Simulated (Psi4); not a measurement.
# CH4AlO2 (SMILES C[O][Al][OH]): U-wB97X-D/def2-TZVPPD (density fitting, sweep point 5)

Aim: the vertical doublet–quartet gap of CH4AlO2 at U-wB97X-D/def2-TZVPPD (density fitting, sweep point 5), from 2 runs. 

The calculation is run with Psi4 1.11.

**1. Starting point**

CH4AlO2 has 8 atoms, charge 0, and is taken as a doublet. SMILES: `C[O][Al][OH]`. The shape is that of a PBE0-D4/def2-TZVP optimisation. This is one conformer, not always the lowest.

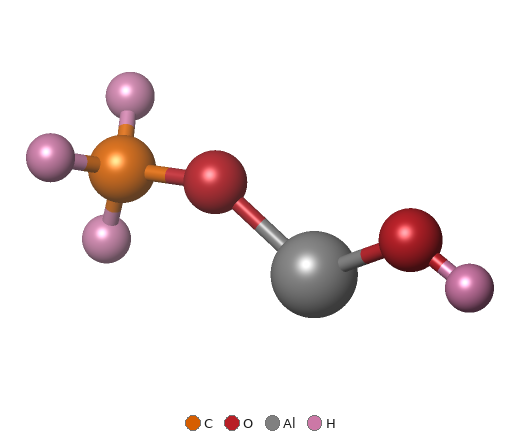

Viewed from a chosen angle; carbon orange, oxygen red, aluminium grey, hydrogen pink.

**2. A single-point energy at U-wB97X-D/def2-TZVPPD (density fitting, sweep point 5)**

job.py reads:

```python
import psi4

psi4.set_memory('1600 MB')
psi4.set_num_threads(1)
psi4.set_output_file('psi4.out', False)

m = psi4.geometry("""
0 2
C      0.55312284     2.58117691    -1.26592753
O     -0.06765220     0.53384763     0.27268748
Al    -0.11829686    -2.64486068     0.17574453
O     -1.13742615    -4.14209069     2.83062076
H      1.24948691     1.99989716    -3.12919749
H     -1.10624567     3.78398759    -1.55108720
H      2.02200695     3.72559505    -0.36377228
H     -1.22132999    -5.94507839     2.92567399
units au
symmetry c1
""")

options = {'basis': 'def2-TZVPPD', 'reference': 'uks', 'puream': True, 'scf_type': 'df', 'dft_radial_points': 99, 'dft_spherical_points': 590, 'maxiter': 100}
psi4.set_options(options)

result = psi4.energy('wb97x-d')
print(f'wb97x-d energy: {result:.10f} Eh')
for k, v in sorted(psi4.core.scalar_variables().items()):
    print(f'{k:45s} {v:18.10f}')
```

On the command line:

```
$ python job.py
```

psi4.out, cut to the lines that bear on the results:

```text
[...]
  Running in c1 symmetry.
[...]
  Nuclear repulsion =  149.181418761736637
[...]
  Multiplicity = 2
[...]
  Nalpha       = 20
  Nbeta        = 19
[...]
    Number of basis functions: 233
[...]
   @DF-UKS iter   1:  -433.05844690279713   -6.67437e-01   4.45669e-03 DIIS/ADIIS
[...]
   @DF-UKS iter  10:  -433.47047256825499   -1.31642e-07   3.05675e-07 DIIS
[...]
   @S^2 Observed:                7.516307004E-01
[...]
    Orbital Energies [Eh]
    ---------------------
    Alpha Occupied:
       1A    -56.177151     2A    -19.238229     3A    -19.237016
       4A    -10.326104     5A     -4.249884     6A     -2.791310
       7A     -2.789590     8A     -2.785515     9A     -1.096495
      10A     -1.077225    11A     -0.770501    12A     -0.596899
      13A     -0.558399    14A     -0.531727    15A     -0.526415
      16A     -0.451324    17A     -0.416894    18A     -0.388612
      19A     -0.371830    20A     -0.278952
    Alpha Virtual:
      21A      0.033909    22A      0.050655    23A      0.065211
      24A      0.077240    25A      0.093378    26A      0.107285
[...]
  @DF-UKS Final Energy:  -433.47047256825499
   => Energetics <=
    Nuclear Repulsion Energy =            149.1814187617366372
    One-Electron Energy =                -895.6173704858433666
    Two-Electron Energy =                 343.2902120504098775
    DFT Exchange-Correlation Energy =     -30.3230918051027913
    Empirical Dispersion Energy =          -0.0016410894553337
    VV10 Nonlocal Energy =                  0.0000000000000000
    Total Energy =                       -433.4704725682549906
  UHF NO Occupations:
  HONO-2 :   18  A 1.9998319
  HONO-1 :   19  A 1.9995179
[...]
 Multipole Moments:
 ------------------------------------------------------------------------------------
     Multipole            Electronic (a.u.)      Nuclear  (a.u.)        Total (a.u.)
 ------------------------------------------------------------------------------------
 L = 1.  Multiply by 2.5417464519 to convert [e a0] to [Debye]
 Dipole X            :         -0.6016958            0.8205467            0.2188509
 Dipole Y            :         -5.2390973            4.9455392           -0.2935581
 Dipole Z            :          1.2526579           -1.8696356           -0.6169776
 Magnitude           :                                                    0.7174493
[...]
```

Standard output:

```text
wb97x-d energy: -433.4704725683 Eh
CURRENT ENERGY                                   -433.4704725683
CURRENT REFERENCE ENERGY                         -433.4704725683
DD SOLVATION ENERGY                                 0.0000000000
DFT FUNCTIONAL TOTAL ENERGY                      -433.4688314788
DFT TOTAL ENERGY                                 -433.4704725683
DFT VV10 ENERGY                                     0.0000000000
DFT XC ENERGY                                     -30.3230918051
DISPERSION CORRECTION ENERGY                       -0.0016410895
GRID ELECTRONS ALPHA                               20.0000005377
GRID ELECTRONS BETA                                19.0000004868
GRID ELECTRONS TOTAL                               39.0000010245
NUCLEAR REPULSION ENERGY                          149.1814187617
ONE-ELECTRON ENERGY                              -895.6173704858
PCM POLARIZATION ENERGY                             0.0000000000
PE ENERGY                                           0.0000000000
SCF ITERATION ENERGY                             -433.4704725683
SCF ITERATIONS                                     10.0000000000
SCF TOTAL ENERGY                                 -433.4704725683
TWO-ELECTRON ENERGY                               343.2902120504
WB97X-D DISPERSION CORRECTION ENERGY               -0.0016410895
XC GRID RADIAL POINTS                              99.0000000000
XC GRID SPHERICAL POINTS                          590.0000000000
XC GRID TOTAL POINTS                           448047.0000000000
```

Wall time 43 s (1 thread of Intel Xeon 6975P-C (Granite Rapids), shared host); peak memory 1.3 GiB.

**3. The quartet**

Edit job.py of step 2 so:

```diff
@@ -4,6 +4,6 @@
 psi4.set_num_threads(1)
-psi4.set_output_file('psi4.out', False)
+psi4.core.set_output_file('run.log', False)
 
-m = psi4.geometry("""
-0 2
+geom = psi4.geometry("""
+0 4
 C      0.55312284     2.58117691    -1.26592753
@@ -16,3 +16,3 @@
 H     -1.22132999    -5.94507839     2.92567399
-units au
+units bohr
 symmetry c1
@@ -23,4 +23,4 @@
 
-result = psi4.energy('wb97x-d')
-print(f'wb97x-d energy: {result:.10f} Eh')
+E, wfn = psi4.energy("WB97X-D", return_wfn=True)
+print(f'total energy {E:.8f} hartree = {E * 27.211386:.5f} eV')
 for k, v in sorted(psi4.core.scalar_variables().items()):
```

On the command line:

```
$ python job.py
```

run.log, cut to the lines that bear on the results:

```text
[...]
  Running in c1 symmetry.
[...]
  Nuclear repulsion =  149.181418761736637
[...]
  Multiplicity = 4
[...]
  Nalpha       = 21
  Nbeta        = 18
[...]
    Number of basis functions: 233
[...]
   @DF-UKS iter   1:  -432.90312391109740   -5.12114e-01   3.89803e-03 DIIS/ADIIS
[...]
   @DF-UKS iter  14:  -433.23889709554606   -1.60332e-07   2.18191e-07 DIIS
[...]
   @S^2 Observed:                3.756561908E+00
[...]
    Orbital Energies [Eh]
    ---------------------
    Alpha Occupied:
       1A    -56.154947     2A    -19.402099     3A    -19.242551
       4A    -10.411371     5A     -4.230943     6A     -2.772490
       7A     -2.769394     8A     -2.768592     9A     -1.243652
      10A     -1.083610    11A     -0.869484    12A     -0.678094
      13A     -0.660360    14A     -0.631046    15A     -0.584681
      16A     -0.520804    17A     -0.495757    18A     -0.447803
      19A     -0.429048    20A     -0.276977    21A     -0.147895
    Alpha Virtual:
      22A      0.041365    23A      0.054180    24A      0.070892
      25A      0.084137    26A      0.097413    27A      0.098297
[...]
  @DF-UKS Final Energy:  -433.23889709554606
   => Energetics <=
    Nuclear Repulsion Energy =            149.1814187617366372
    One-Electron Energy =                -893.8147196946151780
    Two-Electron Energy =                 341.6371926790597513
    DFT Exchange-Correlation Energy =     -30.2411477522719245
    Empirical Dispersion Energy =          -0.0016410894553337
    VV10 Nonlocal Energy =                  0.0000000000000000
    Total Energy =                       -433.2388970955460650
  UHF NO Occupations:
  HONO-2 :   19  A 1.0000000
  HONO-1 :   20  A 1.0000000
[...]
 Multipole Moments:
 ------------------------------------------------------------------------------------
     Multipole            Electronic (a.u.)      Nuclear  (a.u.)        Total (a.u.)
 ------------------------------------------------------------------------------------
 L = 1.  Multiply by 2.5417464519 to convert [e a0] to [Debye]
 Dipole X            :         -0.6670797            0.8205467            0.1534670
 Dipole Y            :         -3.1065377            4.9455392            1.8390014
 Dipole Z            :          1.5861033           -1.8696356           -0.2835322
 Magnitude           :                                                    1.8670482
[...]
```

The script printed:

```text
total energy -433.23889710 hartree = -11789.03086 eV
CURRENT ENERGY                                   -433.2388970955
CURRENT REFERENCE ENERGY                         -433.2388970955
DD SOLVATION ENERGY                                 0.0000000000
DFT FUNCTIONAL TOTAL ENERGY                      -433.2372560061
DFT TOTAL ENERGY                                 -433.2388970955
DFT VV10 ENERGY                                     0.0000000000
DFT XC ENERGY                                     -30.2411477523
DISPERSION CORRECTION ENERGY                       -0.0016410895
GRID ELECTRONS ALPHA                               21.0000009217
GRID ELECTRONS BETA                                18.0000002268
GRID ELECTRONS TOTAL                               39.0000011485
NUCLEAR REPULSION ENERGY                          149.1814187617
ONE-ELECTRON ENERGY                              -893.8147196946
PCM POLARIZATION ENERGY                             0.0000000000
PE ENERGY                                           0.0000000000
SCF ITERATION ENERGY                             -433.2388970955
SCF ITERATIONS                                     14.0000000000
SCF TOTAL ENERGY                                 -433.2388970955
TWO-ELECTRON ENERGY                               341.6371926791
WB97X-D DISPERSION CORRECTION ENERGY               -0.0016410895
XC GRID RADIAL POINTS                              99.0000000000
XC GRID SPHERICAL POINTS                          590.0000000000
XC GRID TOTAL POINTS                           448047.0000000000
```

Run time: 58 s. Hardware: 1 thread of Intel Xeon 6975P-C (Granite Rapids), shared host; peak memory 1.3 GiB.

**4. What came out**

At U-wB97X-D/def2-TZVPPD (density fitting, sweep point 5):

| quantity | value |
| --- | --- |
| doublet: total energy | -433.47047 Eh |
| doublet: dipole moment | 1.82 D |
| doublet: HOMO energy (highest over α and β) | -7.59 eV |
| doublet: LUMO energy (lowest over α and β) | -1.33 eV |
| doublet: dispersion energy | -4.31 kJ/mol |
| doublet: ⟨S²⟩ | 0.752 |
| quartet: total energy | -433.23890 Eh |
| quartet: dipole moment | 4.75 D |
| quartet: HOMO energy (highest over α and β) | -4.02 eV |
| quartet: dispersion energy | -4.31 kJ/mol |
| quartet: ⟨S²⟩ | 3.757 |
| vertical energy of the quartet above the doublet | 6.301 eV |

**Reading.** At this shape the quartet lies 6.30 eV (608 kJ/mol) above the doublet.
